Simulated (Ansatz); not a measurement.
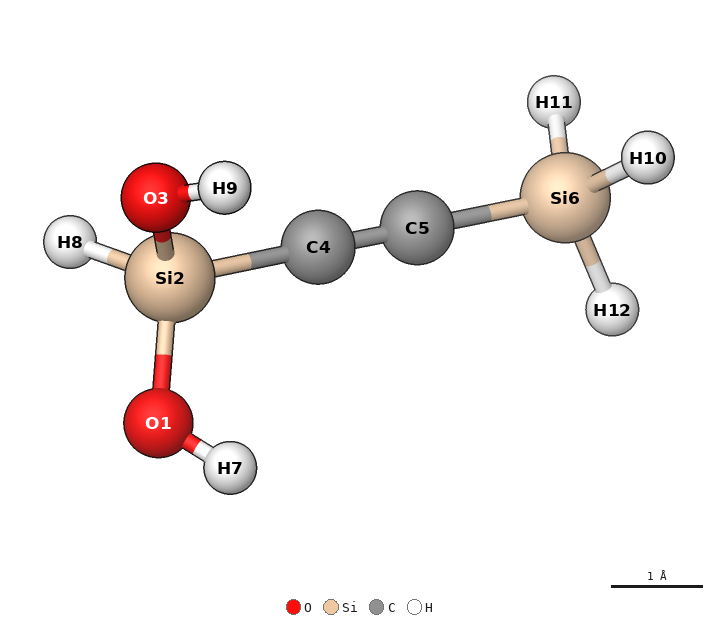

Simulated data, not a measurement (program: Ansatz).

The atoms are numbered. The species has charge +1 and is a spin doublet. Geometry: the geometry of the neutral molecule.

List the bonds and their lengths.

| bond | length (Å) |
| --- | --- |
| O1–Si2 | 1.635 |
| O1–H7 | 0.958 |
| Si2–O3 | 1.634 |
| Si2–C4 | 1.835 |
| Si2–H8 | 1.469 |
| O3–H9 | 0.958 |
| C4–C5 | 1.215 |
| C5–Si6 | 1.826 |
| Si6–H10 | 1.483 |
| Si6–H11 | 1.483 |
| Si6–H12 | 1.483 |
